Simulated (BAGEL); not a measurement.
# CH5Ge (SMILES [CH2][GeH3]): UHF/aug-cc-pVDZ (density fitting with qzvpp-jkfit)

Aim: the energy change on altering one bond length of CH5Ge at UHF/aug-cc-pVDZ (density fitting with qzvpp-jkfit), from 2 runs. 

Program for the calculation: BAGEL 1.2.2.

3 further runs of the same task are left out: 2 that didn't finish, 1 set aside as unsound or not needed. Runs told in other sessions of the task aren't counted.

## Step 1: The structure to begin with

CH5Ge: 7 atoms, total charge 0, spin state doublet. SMILES: `[CH2][GeH3]`. The shape is that of a PBE0-D4/def2-TZVP optimisation.

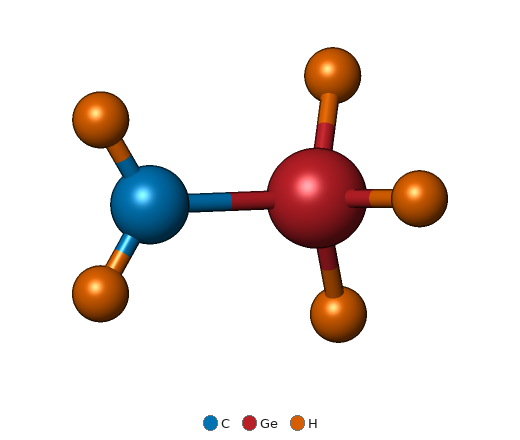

Viewed from a chosen angle; carbon blue, germanium red, hydrogen orange.

## Step 2: A single-point energy at UHF/aug-cc-pVDZ (density fitting with qzvpp-jkfit)

job.json reads:

```json
{ "bagel": [

{
  "title": "molecule",
  "basis": "aug-cc-pvdz.json",
  "df_basis": "qzvpp-jkfit",
  "angstrom": true,
  "geometry": [
    { "atom": "C", "xyz": [      -0.235900,      -1.139500,       0.109200 ] },
    { "atom": "Ge", "xyz": [       0.174700,       0.724600,      -0.092900 ] },
    { "atom": "H", "xyz": [      -1.173800,      -1.561300,      -0.234100 ] },
    { "atom": "H", "xyz": [       0.439600,      -1.826300,       0.606600 ] },
    { "atom": "H", "xyz": [      -0.432200,       1.260700,      -1.400600 ] },
    { "atom": "H", "xyz": [      -0.409600,       1.545200,       1.075500 ] },
    { "atom": "H", "xyz": [       1.698500,       0.928700,      -0.109300 ] }
  ]
},

{
  "title": "uhf",
  "nopen": 1
},

{
  "title": "print",
  "file": "orbitals.molden",
  "orbitals": true
}

]}
```

The basis set aug-cc-pVDZ is read from a file made from the Basis Set Exchange's data (not shown).

Launch:

```bash
$ BAGEL_NUM_THREADS=1 BAGEL job.json > job.out
```

Output:

```text
* using 1 threads per process

  ===============================================================
  ===============================================================

  *** Geometry ***

  { "atom" : "C", "xyz" : [     -0.445786,     -2.153343,      0.206358 ] },
  { "atom" : "Ge", "xyz" : [      0.330135,      1.369296,     -0.175556 ] },
  { "atom" : "H", "xyz" : [     -2.218161,     -2.950429,     -0.442385 ] },
  { "atom" : "H", "xyz" : [      0.830724,     -3.451207,      1.146308 ] },
  { "atom" : "H", "xyz" : [     -0.816740,      2.382378,     -2.646750 ] },
  { "atom" : "H", "xyz" : [     -0.774032,      2.920005,      2.032400 ] },
  { "atom" : "H", "xyz" : [      3.209700,      1.754989,     -0.206547 ] },

  Number of auxiliary basis functions:      431

  Since a DF basis is specified, we compute 2- and 3-index integrals:
    o Being stored without compression. Storage requirement is 0.037 GB

  Number of basis functions:      104
  Number of electrons      :       43

    * METHOD: MOLECULE                             0.24

  *** Open-shell HF ***

  === Nuclear Repulsion ===
   109.7208259612

      * DIIS with orbital gradients will be used.

  === UHF iteration (aug-cc-pvdz.json) ===
      0      -2115.88485075          0.03131972           0.15
      1      -2116.02116492          0.01597941           0.15
      2      -2116.05301877          0.00624278           0.15
      3      -2116.05934375          0.00131487           0.15
      4      -2116.06011825          0.00027798           0.15
      5      -2116.06020221          0.00008805           0.15
      6      -2116.06023502          0.00002811           0.14
      7      -2116.06024345          0.00001282           0.14
      8      -2116.06024644          0.00000422           0.14
      9      -2116.06024678          0.00000164           0.14
     10      -2116.06024681          0.00000076           0.14
     11      -2116.06024681          0.00000034           0.14
     12      -2116.06024681          0.00000014           0.14
     13      -2116.06024681          0.00000005           0.14
     14      -2116.06024681          0.00000002           0.14
     15      -2116.06024681          0.00000001           0.14
    * SCF iteration converged.

    * S^2 (UHF) is 0.7629

    * Permanent dipole moment:
           (    0.048115,     0.219685,    -0.026701) a.u.

    * METHOD: UHF                                  2.51

    * METHOD: PRINT                                0.03

  ===============================================================
```

It took 2.9 s on 1 thread of Arm Neoverse V1, shared host; peak memory 0.13 GiB.

## Step 3: The distorted shape at the same level

job.json reads:

```json
{ "bagel": [

{
  "title": "molecule",
  "basis": "aug-cc-pvdz.json",
  "df_basis": "qzvpp-jkfit",
  "angstrom": "true",
  "geometry": [
    { "atom": "C", "xyz": [   -0.144880,   -1.219902,    0.305324 ] },
    { "atom": "Ge", "xyz": [    0.265720,    0.644198,    0.103224 ] },
    { "atom": "H", "xyz": [   -1.082780,   -1.641702,   -0.037976 ] },
    { "atom": "H", "xyz": [    0.530620,   -1.906702,    0.802724 ] },
    { "atom": "H", "xyz": [   -0.432200,    1.260700,   -1.400600 ] },
    { "atom": "H", "xyz": [   -0.318580,    1.464798,    1.271624 ] },
    { "atom": "H", "xyz": [    1.789520,    0.848298,    0.086824 ] }
  ]
},
{ "title": "uhf", "nopen": 1 },
{ "title": "print", "file": "orbitals.molden", "orbitals": "true" }

]}
```

The basis set aug-cc-pVDZ is read from a file made from the Basis Set Exchange's data (not shown).

Launch:

```bash
$ BAGEL_NUM_THREADS=1 BAGEL job.json > job.out
```

Output:

```text
* using 1 threads per process

  ===============================================================
  ===============================================================

  *** Geometry ***

  { "atom" : "C", "xyz" : [     -0.273784,     -2.305281,      0.576979 ] },
  { "atom" : "Ge", "xyz" : [      0.502138,      1.217358,      0.195065 ] },
  { "atom" : "H", "xyz" : [     -2.046158,     -3.102367,     -0.071764 ] },
  { "atom" : "H", "xyz" : [      1.002726,     -3.603145,      1.516929 ] },
  { "atom" : "H", "xyz" : [     -0.816740,      2.382378,     -2.646750 ] },
  { "atom" : "H", "xyz" : [     -0.602029,      2.768067,      2.403021 ] },
  { "atom" : "H", "xyz" : [      3.381703,      1.603051,      0.164074 ] },

  Number of auxiliary basis functions:      431

  Since a DF basis is specified, we compute 2- and 3-index integrals:
    o Being stored without compression. Storage requirement is 0.037 GB

  Number of basis functions:      104
  Number of electrons      :       43

    * METHOD: MOLECULE                             0.23

  *** Open-shell HF ***

  === Nuclear Repulsion ===
   108.1744444120

      * DIIS with orbital gradients will be used.

  === UHF iteration (aug-cc-pvdz.json) ===
      0      -2115.85565029          0.03245862           0.14
      1      -2116.00150290          0.01725348           0.14
      2      -2116.03868360          0.00680671           0.14
      3      -2116.04631634          0.00140630           0.14
      4      -2116.04723339          0.00031561           0.14
      5      -2116.04733317          0.00010059           0.14
      6      -2116.04737264          0.00003150           0.14
      7      -2116.04738371          0.00001347           0.14
      8      -2116.04738784          0.00000436           0.14
      9      -2116.04738859          0.00000201           0.14
     10      -2116.04738878          0.00000105           0.14
     11      -2116.04738884          0.00000063           0.14
     12      -2116.04738886          0.00000032           0.13
     13      -2116.04738887          0.00000016           0.14
     14      -2116.04738887          0.00000009           0.13
     15      -2116.04738887          0.00000004           0.14
     16      -2116.04738887          0.00000002           0.14
     17      -2116.04738887          0.00000001           0.14
     18      -2116.04738887          0.00000001           0.14
    * SCF iteration converged.

    * S^2 (UHF) is 0.7630

    * Permanent dipole moment:
           (   -0.019654,     0.296928,    -0.184352) a.u.

    * METHOD: UHF                                  2.89

    * METHOD: PRINT                                0.03

  ===============================================================
```

Wall time 3.3 s (1 thread of Arm Neoverse V1, shared host); peak memory 0.13 GiB.

## Step 4: Outcome

At UHF/aug-cc-pVDZ (density fitting with qzvpp-jkfit):

| quantity | value |
| --- | --- |
| first shape: total energy | -2116.06025 Eh |
| first shape: dipole moment | 0.58 D |
| first shape: ⟨S²⟩ | 0.763 |
| distorted shape: total energy | -2116.04739 Eh |
| distorted shape: dipole moment | 0.89 D |
| distorted shape: ⟨S²⟩ | 0.763 |
| energy change with the Ge2–H5 bond stretched from 1.538 to 1.769 Å | 0.350 eV |

What this shows: With the Ge2–H5 bond stretched from 1.538 to 1.769 Å the energy rises by 0.35 eV (8.1 kcal/mol). The first shape isn't relaxed at this level, so the change isn't measured from a minimum.
